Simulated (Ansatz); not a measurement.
**Fields on a plane of Sn4Pt (space group Ccce)**

```
Sn4Pt
1.0
    3.21219    -5.70322     0.00000
    3.21219     5.70322     0.00000
    0.00000     0.00000     6.40893
Sn Pt
8 2
Direct
  0.96011   0.70783   0.16667
  0.03989   0.29217   0.16667
  0.70783   0.96011   0.83333
  0.29217   0.03989   0.83333
  0.53989   0.79217   0.33333
  0.46011   0.20783   0.33333
  0.79217   0.53989   0.66667
  0.20783   0.46011   0.66667
  0.50000   0.50000   0.00000
  0.00000   0.00000   0.50000
```

The slice is a (110) plane (indices of the conventional cell) through the point (0.960, 0.708, 0.167) (fractional), spanned by u = [001] and v = [100] in vectors of this cell: u (6.41 Å) and v (6.55 Å, at 90° to u). It covers one period; positions are fractions (u, v).

Atoms on it: Sn at (0.00, 0.00). Other atoms lie within 1 Å of the plane.

Calculation: PBEsol (plane waves to 420 eV, PAW, scalar-relativistic; Ansatz, a quantum-chemistry and plane-wave program). k mesh 9×9×8. These are valence fields of a PAW run, semicore shells included where kept as valence: close to a nucleus they are smooth pseudo fields. Sn4Pt is run without spin polarisation. Sn4Pt was relaxed with its symmetry unable to fall. Spin-orbit coupling is left out, though Pt is heavy.

```tsv
v \ u	0.00	0.13	0.26	0.39	0.52	0.65	0.78	0.91
0.88	0.0	-0.5	-0.8	-0.5	-0.3	-0.8	-0.8	-0.3
0.75	-0.7	-0.8	-0.8	-0.8	-0.8	-0.7	-0.6	-0.6
0.62	-0.5	0.1	-0.2	-0.9	-1.0	-0.6	-0.3	-0.5
0.50	-0.5	0.6	0.1	-0.7	-0.9	-0.8	-0.8	-0.8
0.38	-1.0	-0.6	-0.7	-0.8	-0.8	-1.0	-1.3	-1.3
0.25	-1.0	-1.1	-1.3	-1.2	-1.0	-1.1	-1.3	-1.1
0.12	0.1	-0.6	-1.2	-1.1	-1.0	-1.0	-0.9	-0.3
0.00	1.2	0.0	-0.8	-0.6	-0.4	-0.8	-0.8	0.6
```

Values: log₁₀ of the valence density in e/Å³. The scale is logarithmic, as a density can span decades between atoms and voids.

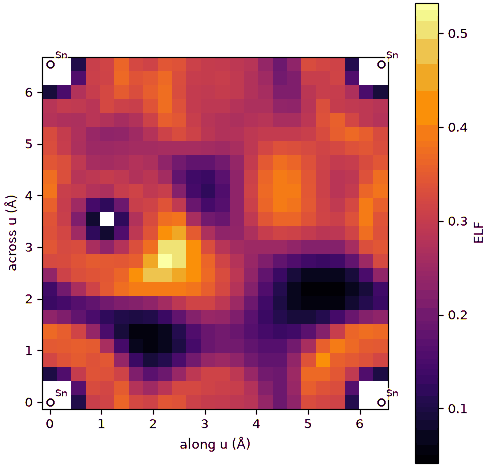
Electron localisation function (ELF), one period of the plane, atoms marked. Points within 0.5 Å of a nucleus are left white, as the pseudised field means little there.
